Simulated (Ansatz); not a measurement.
Cost and result by functional for the surface energy of the (11-23) surface of hcp Y in its 1x1 cell, outermost plane spacing 0.66 Å in the ideal cut, in Ansatz (plane waves, PAW). Single points on the PBE structure, on one kind of machine; costs are rough ratios of the slab run's core time (references not counted) to the cheapest single point. r2SCAN's cost holds its higher cutoff (500 against 420 eV). Differences are taken against r2SCAN for comparison alone: no measured value is at hand, so the table doesn't rank accuracy.

Slab: 16 atoms, 9.9 Å thick at the start (thin: gaps and levels are the slab's own); k 7x5x1, smearing 0.1 eV, dipole-corrected; all atoms relaxed; symmetry of the start imposed; no spin, no spin-orbit, no U. These notes are the PBE run's.

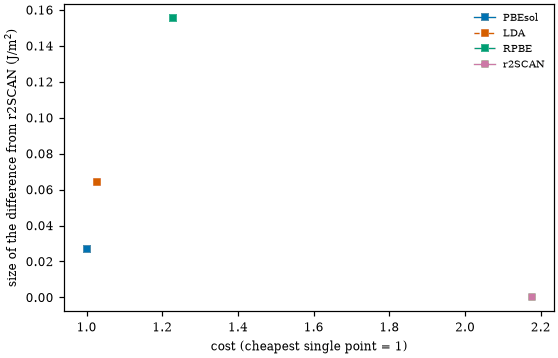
Figure. Difference from r2SCAN against cost

| functional | relative cost | surface energy (J/m²) | less r2SCAN (J/m²) |
|---|---|---|---|
| PBEsol | 1 | 1.20 | 0.03 |
| LDA | 1 | 1.24 | 0.06 |
| RPBE | 1 | 1.02 | -0.16 |
| r2SCAN | 2 | 1.17 | 0.00 |
| PBE (the relaxed run's value) | – | 1.10 | -0.07 |

The values span 0.22 J/m², while the single points' costs differ by a factor of roughly 2. Differences are of unrounded values.

Ansatz is an electronic-structure program.
